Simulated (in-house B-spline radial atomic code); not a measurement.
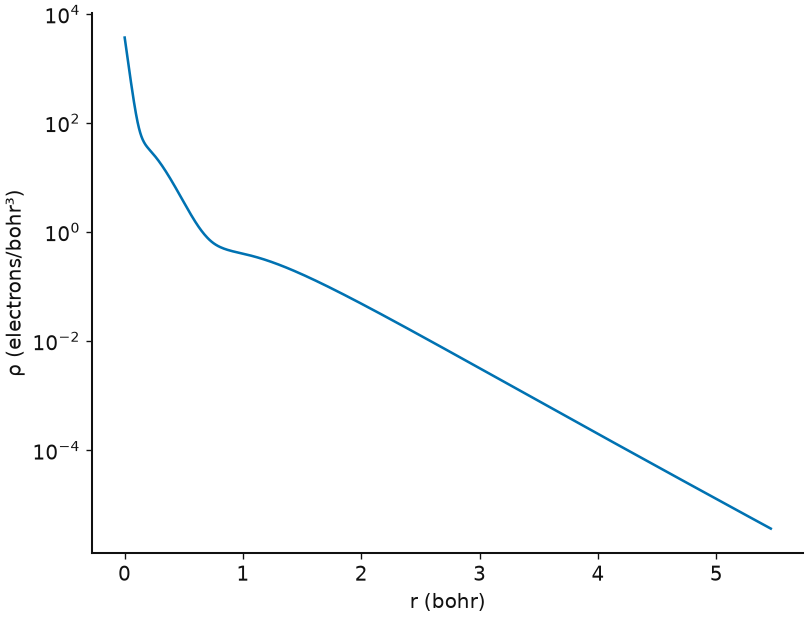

The Ar⁺ ion in the configuration [Ne] 3s2 3p5 (high spin). Level of theory: non-relativistic SCAN, spin-polarised, spherical fractional occupations, point nucleus, basis-set limit. Computed with an in-house B-spline radial code.

```
Z = 18
electrons = 17.0
configuration = [Ne] 3s2 3p5
hamiltonian = nr
method = scan,scan
spin_polarised = True
```

The plot shows the electron density ρ(r) on a logarithmic scale.

### Describe it and give its main numbers.

The density falls from 3700 electrons/bohr³ at the inner end (r = 0.0011 bohr) to 0.001 at r = 3.42 bohr, a common measure of the size of an atom or ion. At the nucleus d ln ρ/dr is −36 per bohr, near the cusp value −2Z = −36. The steps in the slope mark the shells; the radial density has its minima at 0.14 and 0.80 bohr.
